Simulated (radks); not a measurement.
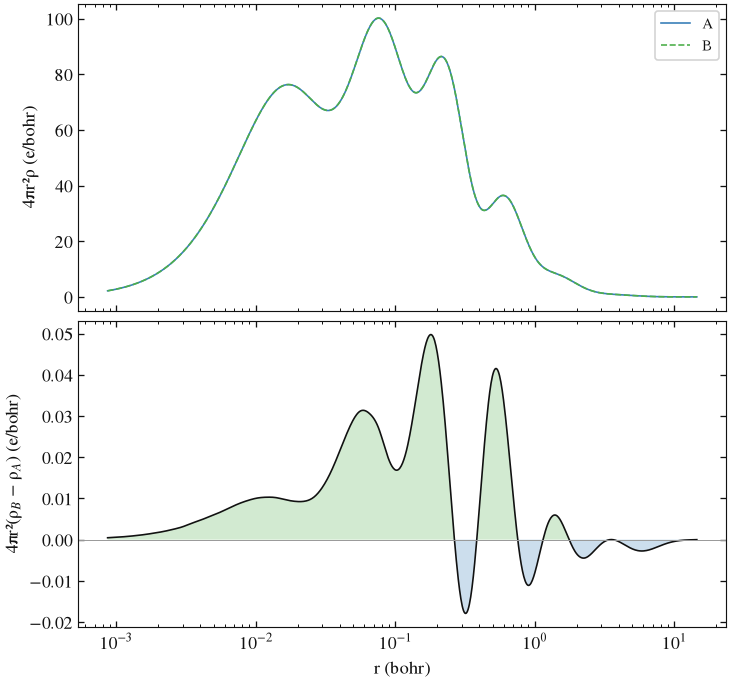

Atomic cerium (Ce) in [Xe] 4f1 5d1 6s2 was computed by two methods: Slater X-alpha with alpha = 0.656; Slater X-alpha with alpha = 0.667. Both runs are scalar-relativistic and spherical. Computed with the in-house radial solver radks.

The plot shows both radial densities and the radial density of run B less that of run A; on the logarithmic r axis, areas aren't charges.

A is Slater X-alpha with alpha = 0.656 and B is Slater X-alpha with alpha = 0.667.

Question: How do the two densities differ?

Answer: B holds 0.019 electrons more than A where the difference is positive (most at r = 0.18 bohr) and as many fewer where it is negative (most at r = 0.32 bohr), out of 58 electrons.
